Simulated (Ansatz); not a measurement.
# Calculations on BSiH5ClF

### Relaxation

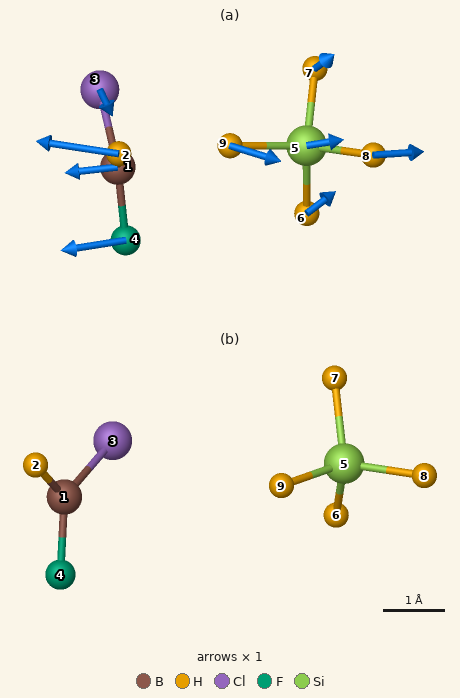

The structure of BSiH₅ClF before (top) and after (bottom) a relaxation, at one scale. The blue arrows give the displacements, at their true length.

The picture is a ball-and-stick view, seen at a tilt.

The run prepares an end point of a later path (reaction) calculation, from a guessed geometry.

The calculation used RHF/def2-SVP in Ansatz 0.2.0.

Input
```yaml
crystal:
  periodic: [false, false, false]
  atoms:
    - { symbol: B, position_ang: [-0.040785, 0.40995, -0.091722] }
    - { symbol: H, position_ang: [0.005827, 0.80239, 1.025774] }
    - { symbol: Cl, position_ang: [1.378395, 0.471425, -1.133125] }
    - { symbol: F, position_ang: [-1.164476, -0.011144, -0.609021] }
    - { symbol: Si, position_ang: [0.537968, -2.445194, 1.145665] }
    - { symbol: H, position_ang: [-0.431216, -2.901242, 0.123601] }
    - { symbol: H, position_ang: [1.920855, -2.651664, 0.664341] }
    - { symbol: H, position_ang: [0.3278, -3.1931, 2.405922] }
    - { symbol: H, position_ang: [0.327133, -1.013222, 1.398364] }
basis:
  gaussian: { orbitals: def2-SVP }
hamiltonian:
  xc: hf
relax:
  f_tol: 0.03
  max_steps: 50
```

Launched with:
```bash
ansatz run input.yaml --threads 1 --pin off --max-ram 2048MiB --backend cpu --events-out ev --progress --plain --runs-dir out
```

### Describe what moved and what it gained.

H2 moves most after the best rigid fit: 1.42 Å. Largest moves by element: H 1.42 Å, F 1.13 Å, B 0.90 Å, Si 0.63 Å, Cl 0.51 Å. Among the contacts that change: Si5–H9 1.469 → 1.483 Å, B1–F4 1.307 → 1.302 Å, B1–H2 1.185 → 1.189 Å. Over 28 accepted moves (36 points after the start) the energy falls by 35.6 kJ/mol. The largest force component goes from 0.65 to 0.026 eV/Å. The line search rejected the trial steps at points 8, 9, 14, 16, 22, 25, 27, 32 of the run. The forces were under the threshold at step 10, but the run went on from there.

Limits of the set-up: Hartree-Fock leaves out electron correlation.

### Relaxation

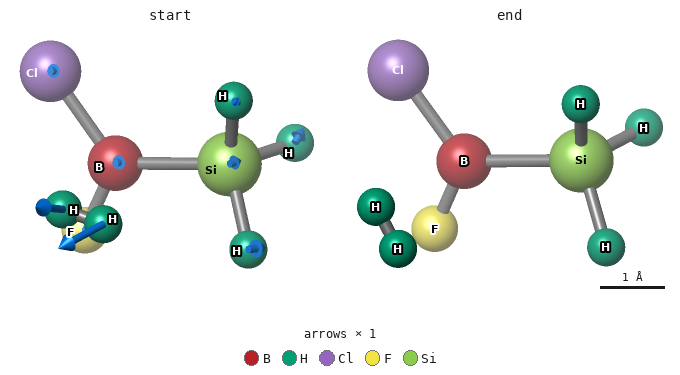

The structure of BSiH5ClF before (left) and after (right) a relaxation, at one scale. The blue arrows give the displacements, at their true length.

The picture is a ball-and-stick view, seen from a free direction.

The run prepares an end point of a later path (reaction) calculation, from a guessed geometry.

Level of theory: Ansatz 0.2.0, RHF/def2-SVP. Set-up: no spin polarisation; force threshold 0.03 eV/Å; at most 50 steps.

Question: Summarise the run.

Answer: The energy falls by 24.0 kJ/mol in 17 accepted moves (22 points after the start). The largest force component goes from 1.3 to 0.012 eV/Å. The line search rejected the trial steps at points 8, 14, 17, 20, 21 of the run. The forces were under the threshold at step 7, but the run went on from there. An H atom moves most after the best rigid fit: 1.00 Å. Largest moves by element: H 1.00 Å, F 0.27 Å, B 0.26 Å, Si 0.26 Å, Cl 0.25 Å. Some distances before and after: B–Si 1.983 → 2.049 Å, H–H 0.711 → 0.747 Å, B–Cl 1.774 → 1.769 Å.

Limits of the set-up: the start holds two separate molecules, 2.4 Å apart at their closest, whose relative position is a soft coordinate and is computed without a dispersion correction; Hartree-Fock leaves out electron correlation.

### Path

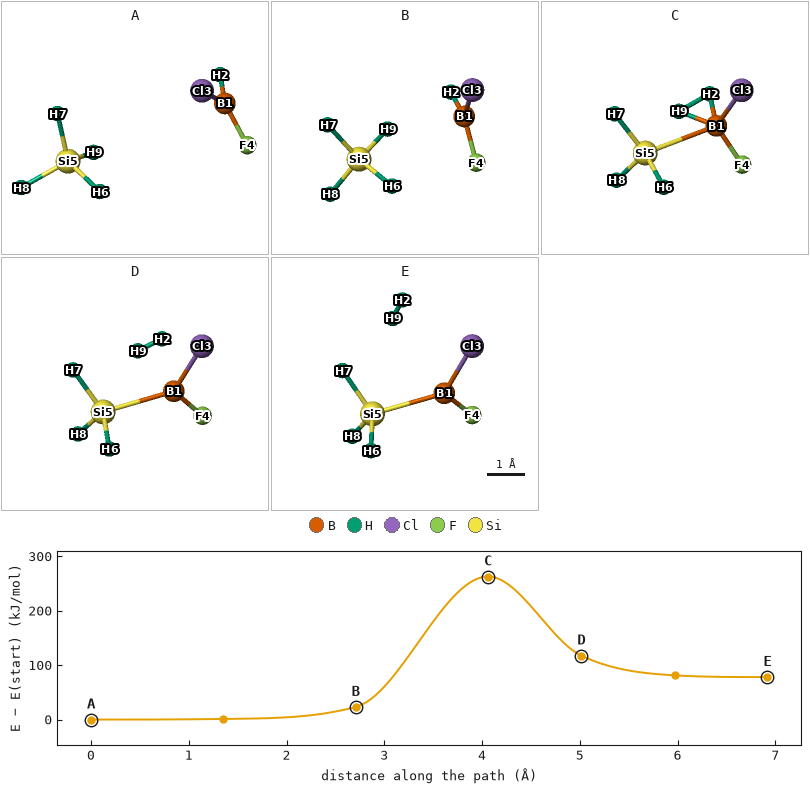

NEB run on BSiH5ClF, made up at the start of BHClF and SiH4. Images are numbered from 0 (start) to 6 (end). Frames A to E are images 0, 2, 3, 4, 6. The picture is a ball-and-stick view, seen from a free direction.

All numbers below come from Ansatz 0.2.0, RHF/def2-SVP. Settings: 5 movable images; climbing image; force threshold 0.03 eV/Å; iteration limit 60; starting path through a guess of the saddle point.

### Describe the mechanism and the energy profile.

Breaking: B1–H2 (1.19 → 1.33 at the top → 3.50 Å), Si5–H9 (1.48 → 1.97 at the top → 3.93 Å). Forming: B1–Si5 (4.69 → 2.19 at the top → 2.05 Å), H2–H9 (4.11 → 1.03 at the top → 0.75 Å). Forward barrier 263.0 kJ/mol, backward barrier 184.8 kJ/mol, with image 3 at the top; the reaction energy is +78.1 kJ/mol. The band converged in 55 iterations. The largest component of the band force went from 5.7 to 0.027 eV/Å. The climbing image converged on the top of the path. Its vibrational analysis gives one imaginary mode (1436i cm⁻¹), as a transition state must have.

Limits of the set-up: the start holds two separate molecules, 3.8 Å apart at their closest, whose relative position is a soft coordinate and is computed without a dispersion correction; Hartree-Fock leaves out electron correlation.

Cost: 5.3 min on 1 thread of Arm Neoverse V2, on a shared host, peak memory 0.16 GiB.
